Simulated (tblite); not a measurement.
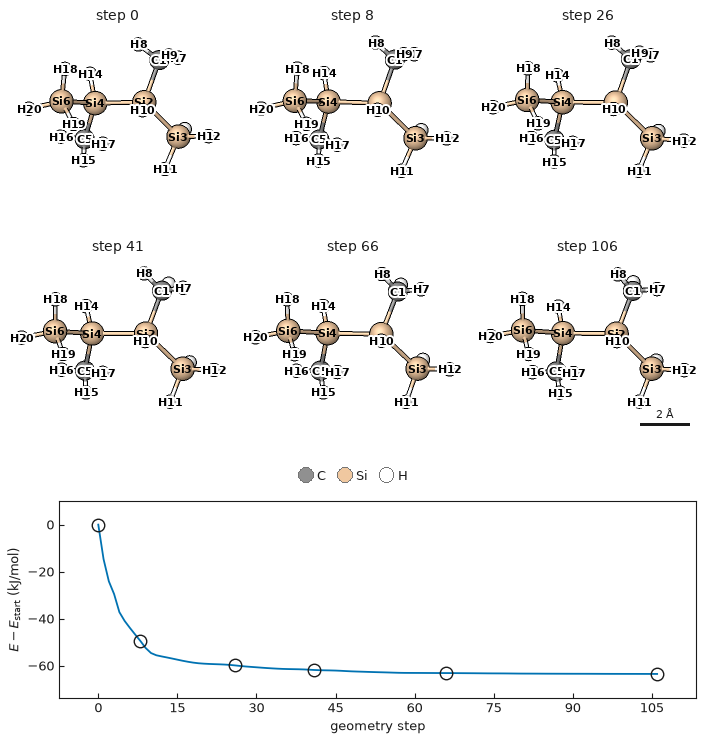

Frames of a relaxation of C$_{2}$H$_{14}$Si$_{4}$, marked on the history of the run. The picture is a ball-and-stick view, seen at a tilt.

The calculation used GFN2-xTB geometry optimisation, gas phase in tblite 0.8.0. 

Describe the path.

Answer. After 106 geometry steps the energy has fallen by 63.5 kJ/mol. The atom that moves furthest after the best rigid fit is an H atom (0.63 Å). Largest moves by element: H 0.63 Å, Si 0.36 Å, C 0.15 Å. Near-neighbour distances that change, for instance: Si–Si 2.195 → 2.344 Å, Si–Si 2.225 → 2.325 Å, Si–Si 2.246 → 2.325 Å, C–Si 1.855 → 1.910 Å. Among the angles between lasting bonds that change: Si–Si–Si 107.1° → 117.9°, Si–Si–C 115.5° → 106.8°, Si–Si–H 108.3° → 115.3°. Groups turn about C–Si by about 20°. Cost: 1.1 s on 1 thread of Arm Neoverse V1, with other jobs on the host. From step 0 to 8: an H atom moves most (0.17 Å), energy −49.5 kJ/mol. From step 8 to 26: an H atom moves most (0.19 Å), energy −10.4 kJ/mol. From step 26 to 41: an H atom moves most (0.22 Å), energy −1.94 kJ/mol. From step 41 to 66: an H atom moves most (0.21 Å), energy −1.30 kJ/mol. From step 66 to 106: H atoms move most (0.16 Å), energy −0.37 kJ/mol.

```json
{"step": "0", "E − E(0), kJ/mol": "0.00"}
{"step": "1", "E − E(0), kJ/mol": "-14.68"}
{"step": "2", "E − E(0), kJ/mol": "-24.09"}
{"step": "3", "E − E(0), kJ/mol": "-29.54"}
{"step": "4", "E − E(0), kJ/mol": "-37.21"}
{"step": "5", "E − E(0), kJ/mol": "-40.96"}
{"step": "6", "E − E(0), kJ/mol": "-43.93"}
{"step": "7", "E − E(0), kJ/mol": "-46.75"}
{"step": "8", "E − E(0), kJ/mol": "-49.52"}
{"step": "9", "E − E(0), kJ/mol": "-52.50"}
{"step": "10", "E − E(0), kJ/mol": "-54.61"}
{"step": "15", "E − E(0), kJ/mol": "-57.42"}
{"step": "20", "E − E(0), kJ/mol": "-59.12"}
{"step": "25", "E − E(0), kJ/mol": "-59.67"}
{"step": "30", "E − E(0), kJ/mol": "-60.67"}
{"step": "35", "E − E(0), kJ/mol": "-61.36"}
{"step": "40", "E − E(0), kJ/mol": "-61.69"}
{"step": "45", "E − E(0), kJ/mol": "-62.06"}
{"step": "50", "E − E(0), kJ/mol": "-62.54"}
{"step": "55", "E − E(0), kJ/mol": "-62.87"}
{"step": "61", "E − E(0), kJ/mol": "-63.07"}
{"step": "66", "E − E(0), kJ/mol": "-63.13"}
{"step": "71", "E − E(0), kJ/mol": "-63.19"}
{"step": "76", "E − E(0), kJ/mol": "-63.27"}
{"step": "81", "E − E(0), kJ/mol": "-63.35"}
{"step": "86", "E − E(0), kJ/mol": "-63.40"}
{"step": "91", "E − E(0), kJ/mol": "-63.42"}
{"step": "96", "E − E(0), kJ/mol": "-63.46"}
{"step": "101", "E − E(0), kJ/mol": "-63.48"}
{"step": "106", "E − E(0), kJ/mol": "-63.50"}
```
